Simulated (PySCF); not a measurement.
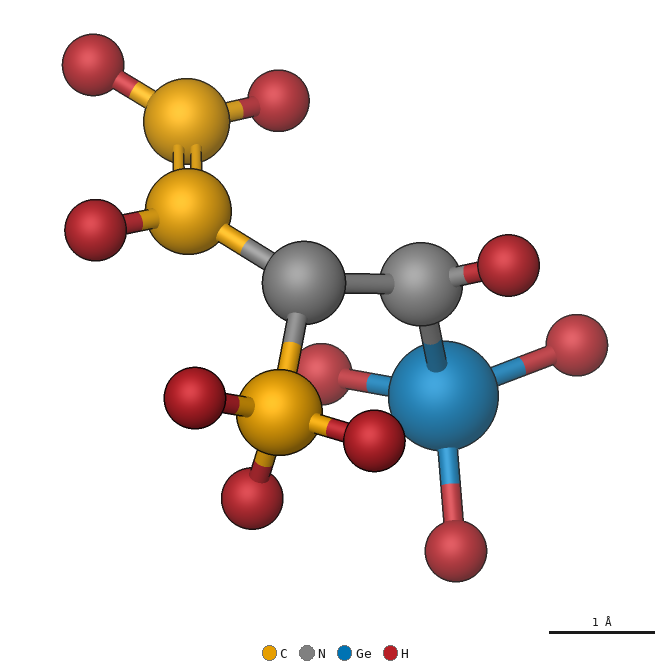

Ball-and-stick drawing of a structure.

The computed structure is the end point of a GFN2-xTB optimisation. No frequency run is at hand to confirm it as a minimum.

Give the formula.

C₃H₁₀GeN₂, 16 atoms: 3 carbon, 10 hydrogen, 1 germanium and 2 nitrogen.

How many bonds of each kind are drawn?

6 C–H, 3 Ge–H, 2 C–N, 1 C–C, 1 N–N, 1 Ge–N, 1 N–H.

Write the SMILES.

C=CN(C)[NH][GeH3]

Name functional groups in it.

Among them: alkene.

More results for the same structure follow; atom numbers are the same in all pictures, views and colours differ.

## Shape

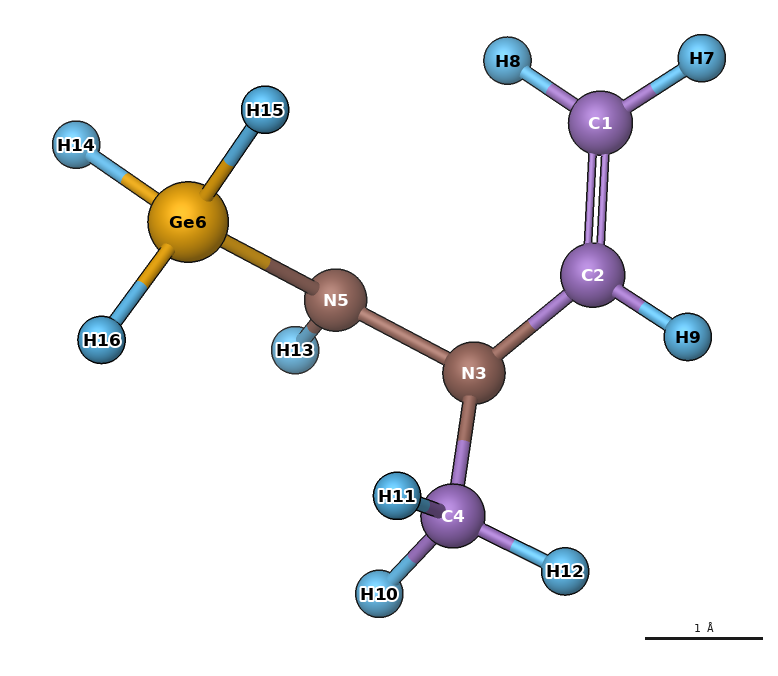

No frequency run is at hand to confirm it as a minimum.

How are the neighbours of atom 1 arranged?

C1 has 3 neighbours (C2 at 1.33, H7 at 1.07, H8 at 1.08 Å); the arrangement is trigonal planar.

How are the neighbours of atom 6 arranged?

Ge6 has 4 neighbours (N5 at 1.82, H14 at 1.49, H15 at 1.49, H16 at 1.51 Å); the arrangement is tetrahedral.

How are the neighbours of atom 4 arranged?

C4 has 4 neighbours (N3 at 1.45, H10 at 1.09, H11 at 1.10, H12 at 1.09 Å); the arrangement is tetrahedral.

How are the neighbours of atom 2 arranged?

C2 has 3 neighbours (C1 at 1.33, N3 at 1.38, H9 at 1.08 Å); the arrangement is trigonal planar.

What is the dihedral angle C1–C2–N3–C4?

156° in size, that is anti.

## Dipole moment

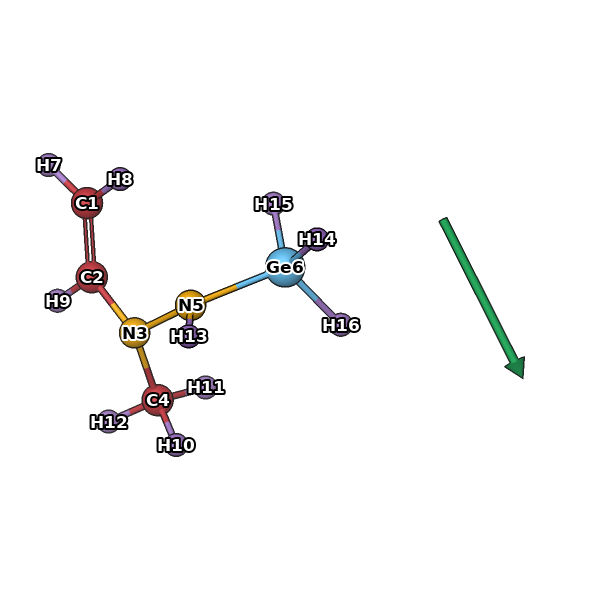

The arrow beside the molecule shows the direction of the dipole moment, from the negative to the positive end (its length means nothing). No frequency run is at hand to confirm it as a minimum. Method: CAM-B3LYP/def2-SVPD, gas phase (PySCF 2.14.0).

Estimate the dipole moment.

1.86 D; it points from the side of H7 to the side of H10 (the outermost atoms at the two ends).

## Excitation

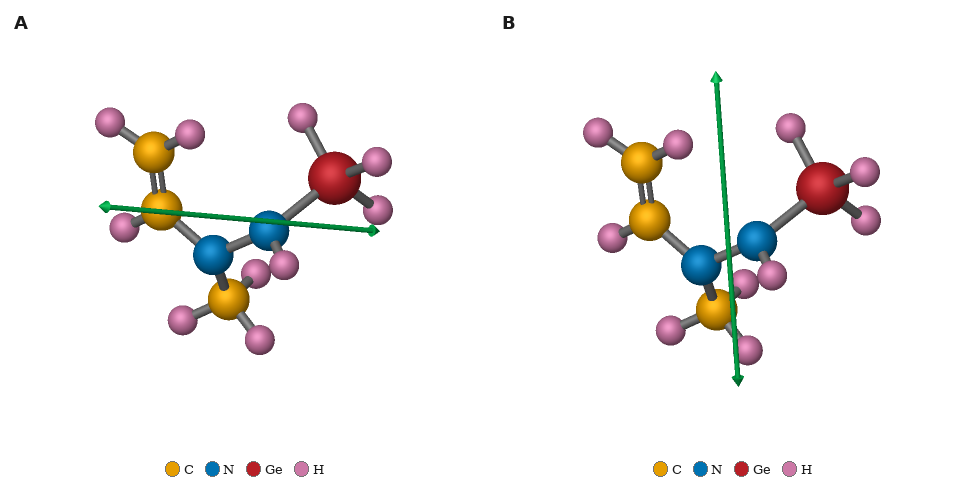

The double arrows show the directions of two transition dipoles from the ground state (lengths mean nothing). No frequency run is at hand to confirm it as a minimum. Properties computed with TDDFT CAM-B3LYP/def2-SVPD, vertical, gas phase, core orbitals frozen in the response (PySCF 2.14.0).

One belongs to singlet state 1 and one to singlet state 4. Which is which?

A: state 1, 5.20 eV (238 nm), oscillator strength 0.063, mainly HOMO → LUMO (weight 0.79).
B: state 4, 6.24 eV (199 nm), oscillator strength 0.084, of mixed character, with the largest part HOMO → LUMO+3 (weight 0.40).

## Polarisability

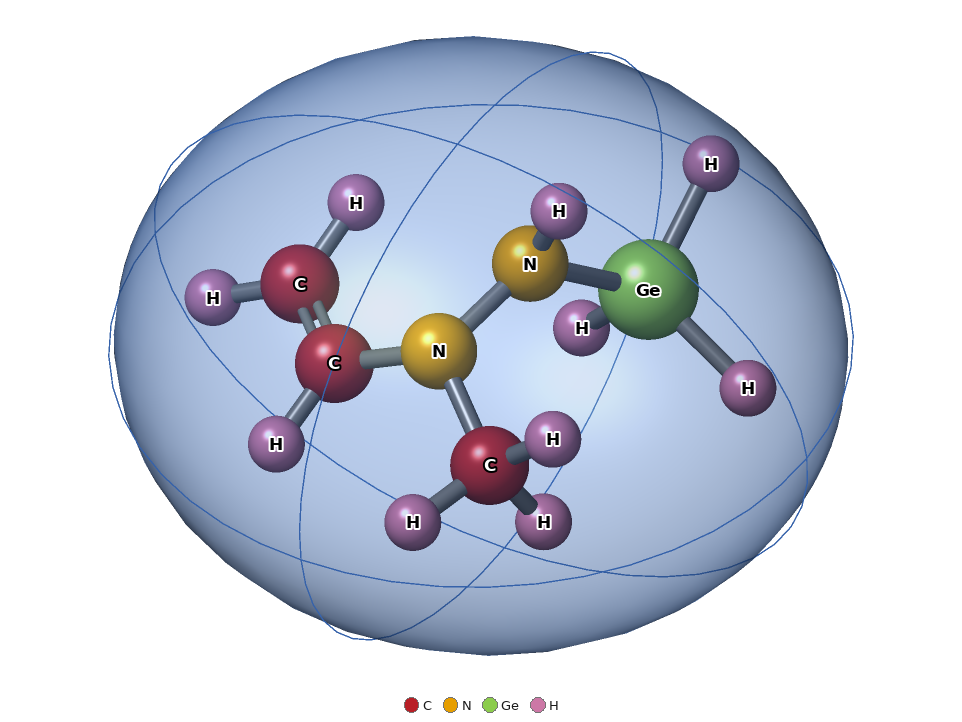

The ellipsoid shows the static dipole polarisability: its half-axes are proportional to the principal values. No frequency run is at hand to confirm it as a minimum. Computed with CAM-B3LYP/def2-SVPD (PySCF 2.14.0).

How large and how anisotropic is the polarisability?

Principal values 69.4, 88.6, 96.6 bohr³; mean 84.9 bohr³ (12.58 Å³); anisotropy 24.2 bohr³, so the longest axis is 1.39 times the shortest.

The geometry is semi-empirical. Around Ge such bond lengths and angles can be off by a tenth of an ångström or more and by several degrees, and values that hang on the shape move with them.
